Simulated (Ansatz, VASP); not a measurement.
## NaB2 in two plane-wave programs

Wanted: the spread between two codes on one cell, functional and k mesh. The cell is invented: As first built, before any earlier steps moved the atoms (in the runner's words): it takes the AgB2 structure with some of its atoms replaced by other elements, volume scaled by an estimate. It may not be a known or stable phase. The cell is taken from a series of VASP runs on this material, whose earlier steps may have relaxed, scaled or displaced it; both programs get it as it stands. Valence electrons are named where the data sets of a main pair hold unlike numbers.

Method: plane waves, with VASP 6.6.1 beside it; single point at PBEsol, band structure at PBEsol and band structure at r2SCAN, in Ansatz 0.2.0.

**1. Starting point**

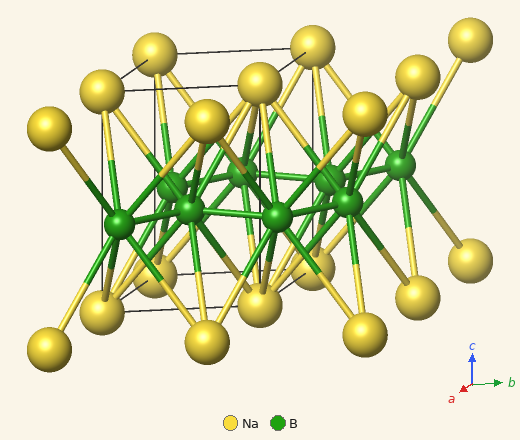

The cell as given, slightly off an axis (sodium yellow, boron green). 2×2×1 cells are drawn. Some periodic images of atoms are drawn too.

As a file:

```cif
data_structure
_symmetry_space_group_name_H-M 'P6/mmm'
_symmetry_Int_Tables_number 191
_cell_length_a 3.0212
_cell_length_b 3.0212
_cell_length_c 4.2797
_cell_angle_alpha 90.000
_cell_angle_beta 90.000
_cell_angle_gamma 120.000
_cell_volume 33.83
loop_
_atom_site_label
_atom_site_type_symbol
_atom_site_symmetry_multiplicity
_atom_site_Wyckoff_symbol
_atom_site_fract_x
_atom_site_fract_y
_atom_site_fract_z
_atom_site_occupancy
Na1 Na 1 a 0.00000 0.00000 0.00000 1
B1 B 2 d 0.33333 0.66667 0.50000 1
```

**2. Ansatz: single point, PBEsol**

Ansatz runs on its default PAW (the set named soft_2) files.

With cell and atoms fixed, the geometry can't cause a difference; cores, projectors, grids and the points listed under the comparison can.

Input file input.yaml:

```yaml
crystal:
  lattice:
    - [3.0212408131, 0.0, 0.0]
    - [-1.5106204065, 2.6164707569, 0.0]
    - [0.0, 0.0, 4.2796505396]
  atoms:
    - { symbol: Na, position: [0.0, 0.0, 0.0] }
    - { symbol: B, position: [0.33333333, 0.66666667, 0.5] }
    - { symbol: B, position: [0.66666667, 0.33333333, 0.5] }
hamiltonian:
  xc: pbesol
  pseudopotentials: { kind: paw }
kpoints:
  mp_grid: { grid: [9, 9, 5] }
scf:
  occupations: { method: gaussian, width: 0.05 }
  n_extra_bands: 4
output:
  forces: true
  stress: true
  eigenvalues: true
```

Run with:

```bash
ansatz run input.yaml --threads 2 --pin off --max-ram 4608MiB --backend cpu --events-out ev --progress --plain --runs-dir out
```

Numbers of over 12 decimals in the logs are rounded to 6 here.

The log of the run:

```text
scf.n_extra_bands = 4 over 8 filled bands (N_el = 15.0): the run solves 12 bands
Engine: ansatz 0.2.0, aarch64-unknown-linux-gnu
Pseudopotentials: kind: paw
Pseudopotential: Na, paw, valence charge 9, recommended cutoff 420 eV (normal), Na.paw.azcp
Pseudopotential: B, paw, valence charge 3, recommended cutoff 420 eV (normal), B.paw.azcp
Functional definition: PBEsol
  exchange = pbesol_x
  correlation = pbesol_c
Crystal: 3 atoms, lattice volume = 33.831 Å³
Basis set: ecut = 420 eV, 651 PW (Γ), exchange–correlation on 48×48×60 points (8 copies of the dense FFT grid, shifted against one another)
Bands: 12, of which v1, the nominal top of the filled ones, is band 8 counted from 1 (7 counted from 0)
Symmetry: 24 space group operations
Space group: P6/mmm (ITA 191), of the structure as read, at distance tolerance 3.2e-5 Å
k-points: 36 of 405
Non-local potential: Na, projectors of the file, l = 0: 3, l = 1: 2, l = 2: 1
Non-local potential: B, projectors of the file, l = 0: 2, l = 1: 2, l = 2: 1
PAW form: soft (Blöchl's): semilocal exchange-correlation on the pseudo side does not see the compensation charge
PAW frozen core: Na, regenerated for the run's functional, and the local potential with it (the file was generated under x = pbe(κ = 0.804, μ = 0.219515), c = pbe(β = 0.066725))
PAW frozen core: B, regenerated for the run's functional, and the local potential with it (the file was generated under x = pbe(κ = 0.804, μ = 0.219515), c = pbe(β = 0.066725))
PAW one-centre angular grid: Na, 110 points (default); XC on 64 Gauss nodes
PAW one-centre angular grid: B, 110 points (default); XC on 64 Gauss nodes
Initial density: superposition of atomic densities (neutral atoms: chi_scale 0, normalization atom), corrected by the library's trained network
Initial wavefunctions: pseudopotential atomic-orbital guess
Functional: x = pbesol(κ = 0.804, μ = 0.123457), c = pbesol(β = 0.046)
SCF iter   1: F=—  HF=-1780.218164 eV  |F-HF|=—  |Δ(HF+E_count)|=         —  Δρ=4.14e-3  dr2=9.38e-3  ethr=1.77e-3  ⟨swp⟩=5.4  Hψ=2270  notcnv=0
preconditioner: auto → none  [insulator: Δε(μ)=0.302 eV  Ē_g=10.788 eV  σ=0.050 eV  W_gap=0.79  n_scr=2 (ndim 8)  ℏωp=16.9 eV  f_vac=0.000  D(μ)=0.48/eV (n_scr^D=2)  ε∞_Penn≈3.5]
SCF iter   2: F=—  HF=-1780.214668 eV  |F-HF|=—  |Δ(HF+E_count)|=   3.50e-3  Δρ=1.09e-3  dr2=2.68e-4  ethr=6.25e-5  ⟨swp⟩=2.3  Hψ=876  notcnv=0  defer=19
SCF iter   3: F=—  HF=-1780.214710 eV  |F-HF|=—  |Δ(HF+E_count)|=   4.22e-5  Δρ=3.61e-4  dr2=2.30e-5  ethr=1.79e-6  ⟨swp⟩=2.5  Hψ=686  notcnv=0  defer=19
SCF iter   4: F=—  HF=-1780.214721 eV  |F-HF|=—  |Δ(HF+E_count)|=   1.10e-5  Δρ=7.87e-5  dr2=9.64e-7  ethr=1.53e-7  ⟨swp⟩=2.0  Hψ=520  notcnv=0  defer=19
iter 5 did not close the SCF: its close was put off for the readings that it lacked (scf_convergence_deferred on its scf_iter line)
SCF iter   5: F=-1780.214722 eV  HF=-1780.214722 eV  |F-HF|=5.07e-9  |Δ(HF+E_count)|=   6.96e-7  Δρ=6.96e-6  dr2=8.16e-9  ethr=6.43e-9  ⟨swp⟩=2.2  Hψ=631  notcnv=0  defer=19
SCF iter   6: F=-1780.214722 eV  HF=-1780.214722 eV  |F-HF|=4.09e-12  |Δ(HF+E_count)|=   5.74e-9  Δρ=5.08e-7  dr2=3.80e-11  ethr=5.44e-11  ⟨swp⟩=3.7  Hψ=1525  notcnv=0
SCF 1 converged in 6 iterations: F = -1780.214722 eV  dr2 = 3.80e-11
  greatest PAW one-centre occupation: 0.999 electrons in one spin orbital (limit 2), on the Na atom at site 0 (counted from 0), in its partial waves of l = 0
SCF converged after 6 iterations
Free energy (F): -1780.214722 eV
Harris-Foulkes:  -1780.214722 eV  (|F-HF|=4.09e-12)
Internal energy: -1780.214121 eV  (E = F + TS)
E sigma→0 (E₀):  -1780.214421 eV
Entropy (-TS):   -0.000601 eV (-0.200 meV/atom)
Fermi energy:    5.748092 eV
--- Per-component energies (eV) ---
  E_band       = -182.292416
  E_kinetic    = 213.325219
  E_local      = -1266.772496  (includes V_loc(G=0)·N_el)
  E_nonlocal   = 141.041138
  E_hartree    = 449.027556
  E_xc         = -100.971997
  E_vxc        = -124.073637  (∫ρ·V_xc dr)
  E_paw        = -404.149063  (= ΣΔE_a)
  E_vpaw       = -43.867611  (= ΣTr[D̂ρ^β])
  E_aug_tail   = -0.000049  (compensation charges beyond the density's cutoff)
  E_ewald      = -811.798543
  E_core_change = 0.084116  (= ΣΔE_core)
  E_smearing   = -0.000601  (= −TS)
  E_closure    = 0.000000  (closes the sum)
  Σ components = -1780.214722   (vs F -1780.214722, Δ=0.00e0)
--- Forces (eV/Å), atoms counted from 1 ---
  atom   1  Na     0.00000000     0.00000000     0.00000000
  atom   2  B      0.00000000    -0.00000000     0.00000000
  atom   3  B     -0.00000000     0.00000000     0.00000000
  max |Σ_I F_I| component: 1.11e-16 eV/Å
--- Stress (GPa, compression-positive) ---
       -0.153926      -0.000000       0.000000
       -0.000000      -0.153926       0.000000
        0.000000       0.000000      -0.019563
  P = ⅓ Tr σ = -0.1091 GPa (-1.091 kbar)
--- Band table (eV; the first three rows and the last of 36) ---
  k-point 0: bands = [... 4 lower, -4.8346, 3.1198, 7.3717, 7.3717, 7.7597, 14.4059, 14.4059, 16.5100]
  k-point 1: bands = [... 4 lower, -4.6999, 2.2752, 7.3912, 7.3912, 9.2155, 14.3913, 14.3913, 16.2751]
  k-point 2: bands = [... 4 lower, -4.4547, 1.2682, 7.4231, 7.4231, 11.9076, 14.3681, 14.3681, 16.0884]
  k-point 35: bands = [... 4 lower, 0.3427, 0.3427, 1.8142, 6.7813, 6.7813, 13.2248, 16.5700, 16.5700]
```

The job ended after 1.1 s (2 threads of Arm Neoverse N1, shared host; peak memory 0.27 GiB).

In the SCF lines HF is the Harris–Foulkes energy and dr2 the Hartree energy of the density residual, in eV; the loop may stop once dr2 is under the threshold and the program's other checks hold. Hψ counts applications of the Hamiltonian.

The run ends at a pressure of -0.11 GPa.

**3. VASP: single point, PBEsol**

The same cell, functional, mesh and smearing now go to VASP, with its own data sets.

Lines of VASP's logs that name or quote its potential files are left out, and so is its time.

Input file INCAR:

```
SYSTEM = NaB2
PREC = Accurate
ENCUT = 420
EDIFF = 1E-06
NELM = 100
ISMEAR = 0
SIGMA = 0.05
LREAL = .FALSE.
ALGO = Normal
GGA = PS
NBANDS = 12
LORBIT = 11
LWAVE = .FALSE.
LCHARG = .TRUE.
ISIF = 2
LELF = .TRUE.
LVHAR = .TRUE.
```

Input file POSCAR:

```
NaB2
1.0
    3.0212408131      0.0000000000      0.0000000000
   -1.5106204065      2.6164707569      0.0000000000
    0.0000000000      0.0000000000      4.2796505396
Na B
1 2
Direct
    0.0000000000      0.0000000000      0.0000000000
    0.3333333300      0.6666666700      0.5000000000
    0.6666666700      0.3333333300      0.5000000000
```

Input file KPOINTS:

```
Automatic mesh
0
Gamma
9 9 5
0 0 0
```

The projector-augmented-wave data sets are Na_pv and B (PBE family, release 64).

Run with:

```bash
mpirun -np 1 vasp_std
```

The log of the run:

```text
[banner, memory and clock lines left out]
running    1 mpi-ranks, on    1 nodes
 distrk:  each k-point on    1 cores,    1 groups
 distr:  one band on    1 cores,    1 groups

 POSCAR found type information on POSCAR NaB
 POSCAR found :  2 types and       3 ions
|                                                                             |
|               ----> ADVICE to this user running VASP <----                  |
|                                                                             |
|     You enforced a specific xc type in the INCAR file but a different       |
|     [... a line on the potential file left out ...]
|     I HOPE YOU KNOW WHAT YOU ARE DOING!                                     |
|                                                                             |

 LDA part: xc-table for (Slater+PW92), standard interpolation
 POSCAR, INCAR and KPOINTS ok, starting setup
 FFT: planning ... GRIDC
 FFT: planning ... GRID_SOFT
 FFT: planning ... GRID
 WAVECAR not read
 entering main loop
       N       E                     dE             d eps       ncg     rms          rms(c)
DAV:   1     0.505754855465E+02    0.50575E+02   -0.57674E+03   892   0.934E+02
DAV:   2    -0.131976244133E+02   -0.63773E+02   -0.60416E+02   904   0.240E+02
DAV:   3    -0.159679802620E+02   -0.27704E+01   -0.27101E+01  1108   0.490E+01
DAV:   4    -0.159997700940E+02   -0.31790E-01   -0.31719E-01   976   0.537E+00
DAV:   5    -0.160001059971E+02   -0.33590E-03   -0.33589E-03  1080   0.537E-01    0.524E+00
DAV:   6    -0.146423641015E+02    0.13577E+01   -0.10257E+00  1072   0.890E+00    0.208E+00
DAV:   7    -0.144813053603E+02    0.16106E+00   -0.45218E-01  1100   0.433E+00    0.688E-01
DAV:   8    -0.144788954262E+02    0.24099E-02   -0.21191E-02   944   0.157E+00    0.115E-01
DAV:   9    -0.144785097131E+02    0.38571E-03   -0.65198E-04  1240   0.339E-01    0.428E-02
DAV:  10    -0.144784799479E+02    0.29765E-04   -0.20722E-04  1236   0.225E-01    0.163E-02
DAV:  11    -0.144784803647E+02   -0.41682E-06   -0.15741E-05   996   0.408E-02    0.348E-03
DAV:  12    -0.144784802278E+02    0.13689E-06   -0.54521E-07   624   0.628E-03
   1 F= -.14478480E+02 E0= -.14478180E+02  d E =-.600997E-03
```

OUTCAR, selected parts (step 3):

```text
ion  position               nearest neighbor table
   1  0.000  0.000  0.000-
   2  0.333  0.667  0.500-   3 1.74   3 1.74   3 1.74
   3  0.667  0.333  0.500-   2 1.74   2 1.74   2 1.74

  LATTYP: Found a hexagonal cell.
 ALAT       =     3.0212408131
 C/A-ratio  =     1.4165208285

 Subroutine GETGRP returns: Found 24 space group operations
 (whereof 24 operations were pure point group operations)

The static configuration has the point symmetry D_6h.

 Found     36 irreducible k-points:

   k-points           NKPTS =     36   k-points in BZ     NKDIM =     36   number of bands    NBANDS=     12

   dimension x,y,z NGX =    20 NGY =   20 NGZ =   30
   dimension x,y,z NGXF=    40 NGYF=   40 NGZF=   60

   ENCUT  =  420.0 eV  30.87 Ry    5.56 a.u.   5.05  5.05  7.15*2*pi/ulx,y,z

   NELECT =      13.0000    total number of electrons

 k-points in reciprocal lattice and weights: Automatic mesh
   0.00000000  0.00000000  0.00000000       0.002
   0.11111111 -0.00000000  0.00000000       0.015
   0.22222222 -0.00000000  0.00000000       0.015
   0.33333333 -0.00000000  0.00000000       0.015
   0.44444444 -0.00000000  0.00000000       0.015
   0.11111111  0.11111111  0.00000000       0.015
   0.22222222  0.11111111  0.00000000       0.030
   0.33333333  0.11111111  0.00000000       0.030
   0.44444444  0.11111111  0.00000000       0.015
[...]
0.33333333  0.22222222  0.40000000       0.059
   0.33333333  0.33333333  0.40000000       0.010

 average (electrostatic) potential at core
       1 -45.8605       2 -28.2341       3 -28.2341

 E-fermi :   2.8419

 k-point     1 :       0.0000    0.0000    0.0000
  band No.  band energies     occupation
      1     -20.1725      2.00000
      2     -20.1572      2.00000
      3     -20.1572      2.00000
      4      -7.7389      2.00000
      5       0.2138      2.00000
      6       4.4861      0.00000
      7       4.4861      0.00000
      8       4.8568      0.00000
      9      11.5160      0.00000
     10      11.5160      0.00000
    ...

 k-point     2 :       0.1111   -0.0000    0.0000
  band No.  band energies     occupation
      1     -20.1846      2.00000
      2     -20.1670      2.00000
      3     -20.1629      2.00000
      4      -7.5235      2.00000
      5       0.4271      2.00000
      6       3.5899      0.00000
      7       4.0542      0.00000
      8       5.1125      0.00000
      9      11.4055      0.00000
     10      12.3959      0.00000
    ...

 k-point     3 :       0.2222   -0.0000    0.0000
  band No.  band energies     occupation
    ...
      2     -20.1776      2.00000
      3     -20.1531      2.00000
      4      -6.8850      2.00000
      5       1.0587      2.00000
      6       1.6289      2.00000
      7       3.2120      0.00000
      8       5.8567      0.00000
      9      10.8766      0.00000
     10      10.9561      0.00000
     11      14.1235      0.00000
    ...

  Total       -0.0050176     -0.0050176     -0.0191573     -0.0000000      0.0000000     -0.0000000
  in kB       -0.2376277     -0.2376276     -0.9072661     -0.0000000      0.0000000     -0.0000000
  external PRESSURE =      -0.4608405 kB  Pullay stress =       0.0000000 kB

  energy-cutoff  :      420.00
  volume of cell :       33.83
      direct lattice vectors                 reciprocal lattice vectors
     3.021240813  0.000000000  0.000000000     0.330989836  0.191097110  0.000000000
    -1.510620406  2.616470757  0.000000000     0.000000000  0.382194220  0.000000000
     0.000000000  0.000000000  4.279650540     0.000000000  0.000000000  0.233663938

 POSITION                                       TOTAL-FORCE (eV/Angst)
 -----------------------------------------------------------------------------------
      0.00000      0.00000      0.00000         0.000000      0.000000      0.000000
     -0.00000      1.74431      2.13983        -0.000000     -0.000000     -0.000000
      1.51062      0.87216      2.13983         0.000000     -0.000000      0.000000
 -----------------------------------------------------------------------------------
    total drift:                                0.000000      0.000000     -0.000000

  FREE ENERGIE OF THE ION-ELECTRON SYSTEM (eV)
  ---------------------------------------------------
  free  energy   TOTEN  =       -14.4784802278 eV

  energy  without entropy=      -14.4778792308  energy(sigma->0) =      -14.47817973

 total charge
# of ion       s       p       d       tot
------------------------------------------
    1        0.083   6.018   0.000   6.101
    2        0.728   1.133   0.000   1.861
    3        0.728   1.133   0.000   1.861
--------------------------------------------------
tot          1.539   8.283   0.000   9.822

[... 3 further parts left out ...]
```

The run ends at a pressure of -0.05 GPa.

**4. Comparison**

Known differences besides the potentials themselves: the data sets hold 15 valence electrons in Ansatz (on its default PAW (the set named soft_2) files) and 13 in VASP; Ansatz makes its cores anew for this functional, VASP keeps those of its PBE data sets; VASP leaves aspherical gradient terms in its spheres out (LASPH is not set), Ansatz keeps them. Total energies have different zeros and are not compared.

The two programs side by side:

| quantity | Ansatz | VASP | difference |
| --- | --- | --- | --- |
| pressure (GPa) | -0.11 | -0.05 | -0.06 |
| pressure without Ansatz's Pulay correction (GPa) | -0.24 | -0.05 | -0.19 |

Ansatz's pressure holds a Pulay correction of 0.13 GPa; VASP's holds none.

**5. Ansatz: band structure, PBEsol**

A single point gives forces, pressure and levels at one fixed geometry, so differences don't come from the geometry; what else differs is listed under the comparison.

The cell is taken from a series of VASP runs on this material, whose earlier steps may have relaxed, scaled or displaced it; both programs get it as it stands.

input.yaml, the sections that differ from step 2:

```yaml
kpoints:
  mp_grid: { grid: [9, 9, 5] }
  band_path:
    path:
      - [0.0, 0.0, 0.0]
      - [0.13333, 0.0, 0.0]
      - [0.3, 0.0, 0.0]
      - [0.46667, 0.0, 0.0]
      - [0.46667, 0.06667, 0.0]
      - [0.41111, 0.17778, 0.0]
      - [0.35556, 0.28889, 0.0]
      - [0.28889, 0.28889, 0.0]
      - [0.17778, 0.17778, 0.0]
      - [0.06667, 0.06667, 0.0]
      - [0.0, 0.0, 0.03333]
      - [0.0, 0.0, 0.2]
      - [0.0, 0.0, 0.36667]
      - [0.0, 0.0, 0.5]
      - [0.16667, 0.0, 0.5]
      - [0.3, 0.0, 0.5]
      - [0.46667, 0.0, 0.5]
      - [0.46667, 0.06667, 0.5]
      - [0.41111, 0.17778, 0.5]
      - [0.35556, 0.28889, 0.5]
      - [0.28889, 0.28889, 0.5]
      - [0.17778, 0.17778, 0.5]
      - [0.06667, 0.06667, 0.5]
      - [0.5, 0.0, 0.46667]
      - [0.5, 0.0, 0.3]
      - [0.5, 0.0, 0.13333]
      - [0.33333, 0.33333, 0.0]
      - [0.33333, 0.33333, 0.16667]
      - [0.33333, 0.33333, 0.33333]
      - [0.33333, 0.33333, 0.5]
    npoints: 1
scf:
  occupations: { method: gaussian, width: 0.05 }
  n_extra_bands: 7
output:
  forces: true
  stress: true
  eigenvalues: true
  write_density: true
  write_potential: true
  elf: true
  volumetric_format: npy
# crystal, hamiltonian: as in step 2
```

Run with:

```bash
ansatz run input.yaml --threads 2 --pin off --max-ram 4608MiB --backend cpu --events-out ev --progress --plain --runs-dir out
```

The log of the run:

```text
[...]
Crystal: 3 atoms, lattice volume = 33.831 Å³
Basis set: ecut = 420 eV, 651 PW (Γ), exchange–correlation on 48×48×60 points (8 copies of the dense FFT grid, shifted against one another)
Bands: 15, of which v1, the nominal top of the filled ones, is band 8 counted from 1 (7 counted from 0)
Symmetry: 24 space group operations
[...]
k-points: 36 of 405
[...]
k-point 0: bands = [... 4 lower, -4.8346, 3.1198, 7.3717, 7.3717, 7.7597, 14.4059, 14.4059, 16.5100, ... 3 higher]
  k-point 1: bands = [... 4 lower, -4.6999, 2.2752, 7.3912, 7.3912, 9.2155, 14.3914, 14.3914, 16.2751, ... 3 higher]
  k-point 2: bands = [... 4 lower, -4.4547, 1.2682, 7.4231, 7.4231, 11.9076, 14.3681, 14.3681, 16.0884, ... 3 higher]
  k-point 35: bands = [... 4 lower, 0.3427, 0.3427, 1.8142, 6.7813, 6.7813, 13.2248, 16.5700, 16.5700, ... 3 higher]
[key lines of the parts left out:]
SCF converged after 6 iterations
Free energy (F): -1780.214722 eV
Fermi energy:    5.748095 eV
P = ⅓ Tr σ = -0.1091 GPa (-1.091 kbar)
```

The job ended after 1.8 s (2 threads; peak memory 0.27 GiB).

[end of part 1 of 2]

[Lines on the potential files, build, host, timing and source positions are cut from VASP's logs without a mark.]

[Logs are printed without paths, hosts, clocks, repeated set-up lines and the standing remarks that a program may print on its own settings, such as how far it seeks lower states.]

[Hosts, paths, dates, database ids (printed as entryN), source tags and the programs' standing remarks are cut or masked in the printed files.]
